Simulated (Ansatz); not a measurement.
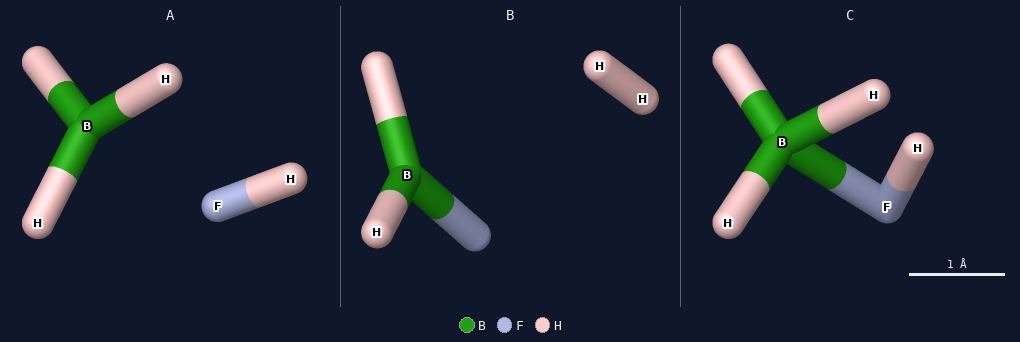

Three geometries of BH4F: a saddle point and the two relaxed ends that it joins, in shuffled order. The picture is a stick view, seen from a free direction. Sticks join atoms that are closer than about 1.2 times the sum of their covalent radii (a little more with hydrogen).

Stationary points at PBE0-D4/def2-TZVP, single-point energies with CAM-B3LYP-D4, CCSD(T), wB97M-V (def2-TZVPP where no basis is named; Ansatz 0.2.0). The energies are electronic, without zero-point or thermal terms, and both ends are the relaxed geometries reached downhill from the saddle, with any fragments still in contact.

Question: Which frame is the transition state, what reaction does it lead through, and what barrier is to be expected?

Answer: Frame C is the saddle point. Counted by bonded pieces, B holds BH₂F + H₂ and A holds BH₃ + HF. From B over the saddle to A, bonds form: B–H (2.85 → 1.30 → 1.20 Å), F–H (3.07 → 1.13 → 0.93 Å). Bonds break: B–F (1.32 → 1.63 → 2.01 Å), H–H (0.75 → 1.08 → 2.25 Å). The saddle has one imaginary mode, 1102i cm⁻¹. The end B keeps a soft imaginary mode of 53i cm⁻¹, so it isn't quite a minimum. With CAM-B3LYP-D4 the barrier is 40.1 kcal/mol from B and 11.9 kcal/mol from A, and A lies 28.2 kcal/mol above B.

```csv
level,barrier from B (kcal/mol),barrier from A (kcal/mol),A less B (kcal/mol)
CAM-B3LYP-D4,40.1,11.9,28.2
CCSD(T),41.6,14.2,27.4
wB97M-V,39.5,12.3,27.2
```

Limits of the set-up: the start holds two separate molecules, 2.8 Å apart at their closest, whose relative position is a soft coordinate.
